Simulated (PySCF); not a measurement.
H₅OSi₂ (charge −1)

Input file:

```
{"job": {"kind": "uv", "xc": "CAM-B3LYP", "basis": "def2-SVPD", "nstates": 8, "ntriplets": 3}, "charge": -1, "multiplicity": 1}
Si     1.780524    -0.584161     0.732212
O      0.040993    -0.290083     0.842443
Si    -1.122129     0.237458    -0.052360
H      1.796853    -1.360227    -0.559068
H      2.199932     0.751626     0.175651
H     -0.961571     1.634007    -0.520655
H     -1.381395    -0.565940    -1.270050
H     -2.344151     0.186732     0.782744
```

Run with:

```sh
OMP_NUM_THREADS=1 python probes_run.py task.json out
```

Geometry: GFN2-xTB.

These are results of PySCF 2.14.0, CAM-B3LYP/def2-SVPD, SCF density, gas phase, not measurements.

Q: Predict the electron density and electron localisation function between the atoms.

A: Si–O (1.56 Å): the density is about 1.3 e/Å³ at the midpoint; the ELF peaks at about 0.85 between the atoms: a short, strongly polar bond.
Si–H (1.48 Å): ρ is about 0.77 e/Å³ halfway; the ELF climbs to about 1 towards the hydrogen, as it does in any bond to H.
Si–O (1.77 Å): ρ is about 0.8 e/Å³ halfway; the ELF peaks at about 0.90 between the atoms; a polar covalent bond.

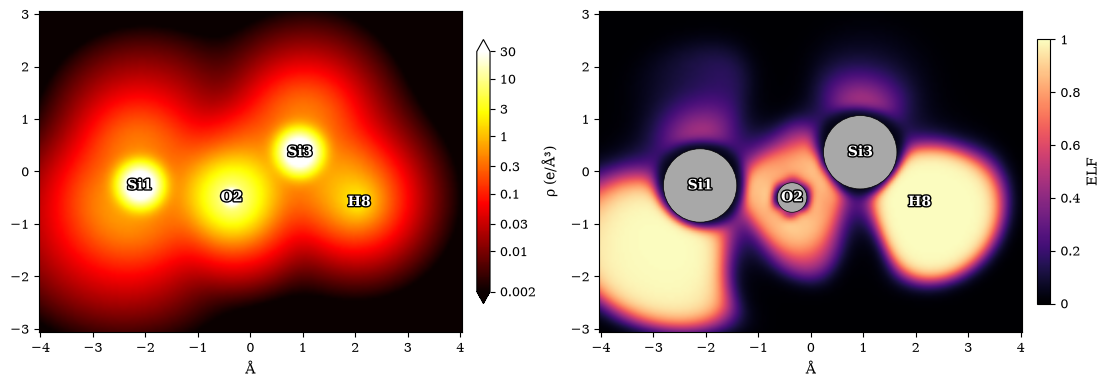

Computed electron density and electron localisation function on the plane of atoms O2, Si3 and H8, in this order. Grey discs cover the atomic cores in the ELF map. 
